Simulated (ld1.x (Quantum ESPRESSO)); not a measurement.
## Pseudopotential generation: Au (part 2 of 2)

Continued. System: gold (Au, Z = 79), core [Xe] 4f14, reference valence 5d10 6s0 6p0 (an ion of charge +1), valence charge 11. Method: TM potential, PBE, fully relativistic, made with ld1.x (Quantum ESPRESSO) 7.5.

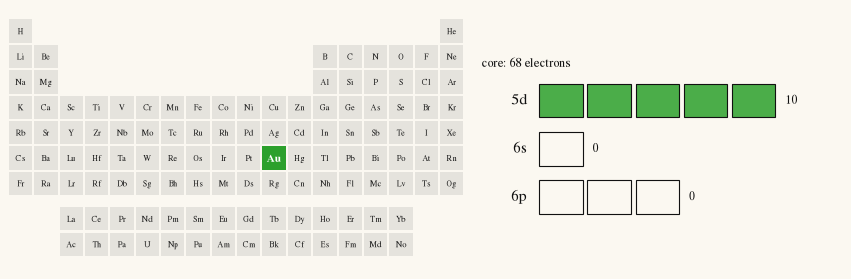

Left, the place of gold in the periodic table; right, the valence shells of the reference configuration: a box for each of the 2l + 1 orbitals, shaded by the share of the shell that is filled, with the electron count at the right.

Output of the test run (extracts):
```
     ---------------------- Testing the pseudopotential ----------------------

     Au
     dirac relativistic calculation

     atomic number is 79.00   valence charge is 11.00
     dft =PBE   lsd =0 sic =0 latt =0  beta=0.20 tr2=1.0E-14
     mesh =1279 r(mesh) = 100.03820 xmin = -7.00 dx = 0.01250

     n l  j  nl             e AE (Ry)       e PS (Ry)    De AE-PS (Ry)
     3 2 1.5 5D   1( 4.00)       -1.19790       -1.19789       -0.00001
     3 2 2.5 5D   1( 6.00)       -1.08270       -1.08272        0.00001
     1 0 0.5 6S   1( 0.00)       -0.97181       -0.97181       -0.00000
     2 1 0.5 6P   1( 0.00)       -0.54903       -0.54902       -0.00001
     2 1 1.5 6P   1( 0.00)       -0.47508       -0.47508       -0.00000

     eps = 7.3E-15  iter =  9

     Etot =  -38095.513538 Ry,  -19047.756769 Ha, -518315.866564 eV
     Etotps =   -65.818780 Ry,     -32.909390 Ha,    -895.510128 eV

     Ekin =      50.242728 Ry,      25.121364 Ha,     683.587145 eV
     Encl =    -162.190554 Ry,     -81.095277 Ha,   -2206.714901 eV
     Ehrt =      57.481512 Ry,      28.740756 Ha,     782.075806 eV
     Ecxc =      -9.940995 Ry,      -4.970497 Ha,    -135.254121 eV
     Epseu=      -1.411472 Ry,      -0.705736 Ha,     -19.204058 eV

     ---------------------- End of pseudopotential test ----------------------

     ---------------------- Testing the pseudopotential ----------------------

     Au
     dirac relativistic calculation

     atomic number is 79.00   valence charge is 11.00
     dft =PBE   lsd =0 sic =0 latt =0  beta=0.20 tr2=1.0E-14
     mesh =1279 r(mesh) = 100.03820 xmin = -7.00 dx = 0.01250

     n l  j  nl             e AE (Ry)       e PS (Ry)    De AE-PS (Ry)
     3 2 1.5 5D   1( 4.00)       -0.57598       -0.57812        0.00214
     3 2 2.5 5D   1( 6.00)       -0.46386       -0.46582        0.00196
     1 0 0.5 6S   1( 1.00)       -0.42483       -0.42578        0.00095
     2 1 0.5 6P   1( 0.00)       -0.08491       -0.08480       -0.00010
     2 1 1.5 6P   1( 0.00)       -0.04878       -0.04879        0.00001

     eps = 8.1E-15  iter = 16

     Etot =  -38096.206402 Ry,  -19048.103201 Ha, -518325.293454 eV
     Etotps =   -66.512299 Ry,     -33.256150 Ha,    -904.945934 eV
     dEtot_ae =      -0.692864 Ry
     dEtot_ps =      -0.693519 Ry,   Delta E=       0.000655 Ry

     Ekin =      49.295723 Ry,      24.647861 Ha,     670.702478 eV
     Encl =    -168.738328 Ry,     -84.369164 Ha,   -2295.801912 eV
     Ehrt =      64.061771 Ry,      32.030886 Ha,     871.604797 eV
     Ecxc =     -10.360755 Ry,      -5.180377 Ha,    -140.965253 eV
     Epseu=      -0.770710 Ry,      -0.385355 Ha,     -10.486044 eV

     ---------------------- End of pseudopotential test ----------------------

     ---------------------- Testing the pseudopotential ----------------------

     Au
     dirac relativistic calculation

     atomic number is 79.00   valence charge is 11.00
     dft =PBE   lsd =0 sic =0 latt =0  beta=0.20 tr2=1.0E-14
     mesh =1279 r(mesh) = 100.03820 xmin = -7.00 dx = 0.01250

     n l  j  nl             e AE (Ry)       e PS (Ry)    De AE-PS (Ry)
     3 2 1.5 5D   1( 3.60)       -2.08459       -2.08669        0.00209
     3 2 2.5 5D   1( 5.40)       -1.95923       -1.96088        0.00165
     1 0 0.5 6S   1( 0.00)       -1.67244       -1.66911       -0.00333
     2 1 0.5 6P   1( 0.00)       -1.15976       -1.35428        0.19452  !
     2 1 1.5 6P   1( 0.00)       -1.04368       -1.03807       -0.00561  !

     eps = 4.7E-15  iter =  7

     Etot =  -38093.953291 Ry,  -19046.976646 Ha, -518294.638321 eV
     Etotps =   -64.257882 Ry,     -32.128941 Ha,    -874.273026 eV
     dEtot_ae =       1.560247 Ry
     dEtot_ps =       1.560898 Ry,   Delta E=      -0.000651 Ry

     Ekin =      48.521884 Ry,      24.260942 Ha,     660.173862 eV
     Encl =    -151.166699 Ry,     -75.583350 Ha,   -2056.727720 eV
     Ehrt =      48.852374 Ry,      24.426187 Ha,     664.670413 eV
     Ecxc =      -9.107319 Ry,      -4.553660 Ha,    -123.911388 eV
     Epseu=      -1.358122 Ry,      -0.679061 Ha,     -18.478193 eV

     ---------------------- End of pseudopotential test ----------------------

     ---------------------- Testing the pseudopotential ----------------------

     Au
     dirac relativistic calculation

     atomic number is 79.00   valence charge is 11.00
     dft =PBE   lsd =0 sic =0 latt =0  beta=0.20 tr2=1.0E-14
     mesh =1279 r(mesh) = 100.03820 xmin = -7.00 dx = 0.01250

     n l  j  nl             e AE (Ry)       e PS (Ry)    De AE-PS (Ry)
     3 2 1.5 5D   1( 3.20)       -3.06624       -3.07435        0.00811  !
     3 2 2.5 5D   1( 4.80)       -2.93030       -2.93735        0.00705  !
     1 0 0.5 6S   1( 0.00)       -2.44414       -2.43779       -0.00635  !
     2 1 0.5 6P   1( 0.00)       -1.85181       -1.85181        0.00000
     2 1 1.5 6P   1( 0.00)       -1.69449       -1.69449        0.00000

     eps = 9.0E-15  iter =  7

     Etot =  -38091.463339 Ry,  -19045.731669 Ha, -518260.760795 eV
     Etotps =   -61.763629 Ry,     -30.881814 Ha,    -840.336978 eV
     dEtot_ae =       4.050199 Ry
     dEtot_ps =       4.055152 Ry,   Delta E=      -0.004952 Ry

     Ekin =      46.048799 Ry,      23.024399 Ha,     626.525827 eV
     Encl =    -138.605575 Ry,     -69.302787 Ha,   -1885.824918 eV
     Ehrt =      40.233196 Ry,      20.116598 Ha,     547.400520 eV
     Ecxc =      -8.160200 Ry,      -4.080100 Ha,    -111.025180 eV
     Epseu=      -1.279849 Ry,      -0.639924 Ha,     -17.413228 eV

     ---------------------- End of pseudopotential test ----------------------

     ---------------------- Testing the pseudopotential ----------------------

     Au
     dirac relativistic calculation

     atomic number is 79.00   valence charge is 11.00
     dft =PBE   lsd =0 sic =0 latt =0  beta=0.20 tr2=1.0E-14
     mesh =1279 r(mesh) = 100.03820 xmin = -7.00 dx = 0.01250

     n l  j  nl             e AE (Ry)       e PS (Ry)    De AE-PS (Ry)
     3 2 1.5 5D   1( 3.60)       -0.73119       -0.73749        0.00630  !
     3 2 2.5 5D   1( 5.40)       -0.61232       -0.61787        0.00555  !
     1 0 0.5 6S   1( 2.00)       -0.49049       -0.49051        0.00001
     2 1 0.5 6P   1( 0.00)       -0.11691       -0.11633       -0.00058
     2 1 1.5 6P   1( 0.00)       -0.07049       -0.07020       -0.00029

     eps = 9.9E-15  iter = 19

     Etot =  -38096.080589 Ry,  -19048.040295 Ha, -518323.581688 eV
     Etotps =   -66.383206 Ry,     -33.191603 Ha,    -903.189534 eV
     dEtot_ae =      -0.567051 Ry
     dEtot_ps =      -0.564426 Ry,   Delta E=      -0.002625 Ry

     Ekin =      46.967333 Ry,      23.483666 Ha,     639.023117 eV
     Encl =    -165.738549 Ry,     -82.869275 Ha,   -2254.987837 eV
     Ehrt =      62.413716 Ry,      31.206858 Ha,     849.181869 eV
     Ecxc =     -10.086669 Ry,      -5.043334 Ha,    -137.236116 eV
     Epseu=       0.060962 Ry,       0.030481 Ha,       0.829433 eV

     ---------------------- End of pseudopotential test ----------------------

     ---------------------- Testing the pseudopotential ----------------------

     Au
     dirac relativistic calculation

     atomic number is 79.00   valence charge is 11.00
     dft =PBE   lsd =0 sic =0 latt =0  beta=0.20 tr2=1.0E-14
     mesh =1279 r(mesh) = 100.03820 xmin = -7.00 dx = 0.01250

     n l  j  nl             e AE (Ry)       e PS (Ry)    De AE-PS (Ry)
     3 2 1.5 5D   1( 2.80)       -4.12613       -4.14447        0.01834  !
     3 2 2.5 5D   1( 4.20)       -3.97932       -3.99591        0.01659  !
     1 0 0.5 6S   1( 0.00)       -3.27540       -3.26762       -0.00778  !
     2 1 0.5 6P   1( 0.00)       -2.60995       -2.60995        0.00000
     2 1 1.5 6P   1( 0.00)       -2.41188       -2.41188        0.00000

     eps = 1.4E-15  iter =  9

     Etot =  -38087.957958 Ry,  -19043.978979 Ha, -518213.067660 eV
     Etotps =   -58.246196 Ry,     -29.123098 Ha,    -792.479872 eV
     dEtot_ae =       7.555580 Ry
     dEtot_ps =       7.572584 Ry,   Delta E=      -0.017004 Ry

     Ekin =      42.825649 Ry,      21.412824 Ha,     582.672633 eV
     Encl =    -124.717526 Ry,     -62.358763 Ha,   -1696.868390 eV
     Ehrt =      31.953884 Ry,      15.976942 Ha,     434.754739 eV
     Ecxc =      -7.131102 Ry,      -3.565551 Ha,     -97.023590 eV
     Epseu=      -1.177100 Ry,      -0.588550 Ha,     -16.015263 eV

     ---------------------- End of pseudopotential test ----------------------

     ---------------------- Testing the pseudopotential ----------------------

     Au
     dirac relativistic calculation

     atomic number is 79.00   valence charge is 11.00
     dft =PBE   lsd =0 sic =0 latt =0  beta=0.20 tr2=1.0E-14
     mesh =1279 r(mesh) = 100.03820 xmin = -7.00 dx = 0.01250

     n l  j  nl             e AE (Ry)       e PS (Ry)    De AE-PS (Ry)
     3 2 1.5 5D   1( 3.60)       -0.87912       -0.88654        0.00742  !
     3 2 2.5 5D   1( 5.40)       -0.75841       -0.76507        0.00666  !
     1 0 0.5 6S   1( 1.00)       -0.59729       -0.59778        0.00049
     2 1 0.5 6P   1( 0.33)       -0.19613       -0.19577       -0.00035
     2 1 1.5 6P   1( 0.67)       -0.13892       -0.13893        0.00001

     eps = 6.6E-15  iter = 23

     Etot =  -38095.658835 Ry,  -19047.829418 Ha, -518317.843431 eV
     Etotps =   -65.960977 Ry,     -32.980488 Ha,    -897.444811 eV
     dEtot_ae =      -0.145297 Ry
     dEtot_ps =      -0.142197 Ry,   Delta E=      -0.003101 Ry

     Ekin =      47.643679 Ry,      23.821839 Ha,     648.225272 eV
     Encl =    -164.151101 Ry,     -82.075551 Ha,   -2233.389512 eV
     Ehrt =      60.822751 Ry,      30.411376 Ha,     827.535690 eV
     Ecxc =      -9.901324 Ry,      -4.950662 Ha,    -134.714380 eV
     Epseu=      -0.374981 Ry,      -0.187491 Ha,      -5.101881 eV

     ---------------------- End of pseudopotential test ----------------------

     ---------------------- Testing the pseudopotential ----------------------

     Au
     dirac relativistic calculation

     atomic number is 79.00   valence charge is 11.00
     dft =PBE   lsd =0 sic =0 latt =0  beta=0.20 tr2=1.0E-14
     mesh =1279 r(mesh) = 100.03820 xmin = -7.00 dx = 0.01250

     n l  j  nl             e AE (Ry)       e PS (Ry)    De AE-PS (Ry)
     3 2 1.5 5D   1( 4.00)       -0.87648       -0.87779        0.00131
     3 2 2.5 5D   1( 6.00)       -0.76293       -0.76416        0.00124
     1 0 0.5 6S   1( 0.50)       -0.69014       -0.69090        0.00076
     2 1 0.5 6P   1( 0.00)       -0.30535       -0.30561        0.00026
     2 1 1.5 6P   1( 0.00)       -0.24907       -0.24931        0.00024

     eps = 5.9E-15  iter = 20

     Etot =  -38095.928408 Ry,  -19047.964204 Ha, -518321.511149 eV
     Etotps =   -66.233867 Ry,     -33.116933 Ha,    -901.157666 eV
     dEtot_ae =      -0.414869 Ry
     dEtot_ps =      -0.415086 Ry,   Delta E=       0.000217 Ry

     Ekin =      49.754142 Ry,      24.877071 Ha,     676.939593 eV
     Encl =    -165.583184 Ry,     -82.791592 Ha,   -2252.873990 eV
     Ehrt =      60.810812 Ry,      30.405406 Ha,     827.373241 eV
     Ecxc =     -10.157655 Ry,      -5.078827 Ha,    -138.201931 eV
     Epseu=      -1.057982 Ry,      -0.528991 Ha,     -14.394580 eV

     ---------------------- End of pseudopotential test ----------------------
```

Key numbers:

- outcome: generated, with a ghost state
- cutoffs needed: 45 Ry and 55 Ry (the cutoffs, on a coarse ladder, from which the occupation-weighted sum of valence levels, in a spherical-Bessel basis at the reference potential, stays within 10 and 1 mRy of its value at 400 Ry); ghost states and empty shells don't enter this sum
- ghost test: ghost states below the valence levels: s at -90.0 eV, p3/2 at -22.2 eV, p1/2 at -15.1 eV (spherical-Bessel basis up to 400 Ry, 20 bohr box)
- largest excitation error: -231 meV (all-electron minus pseudo) for 5d7 6s0 6p0, out of 7 test configurations
- range over which the phases arctan(r u′/u) at the test radius agree within 0.05 rad (a looser test near the poles than one of phase shifts): s: up to about 2.7 Ry; p1/2: from about -1.0 Ry upwards; p3/2: between about -1.3 and 0.4 Ry; d3/2: up to about 2.5 Ry; d5/2: up to about 2.3 Ry
- hardware: 1 CPU thread, shared host
- wall time: 2 s

Remarks:

The potential has a bound ghost state, so it can't be used as it stands.
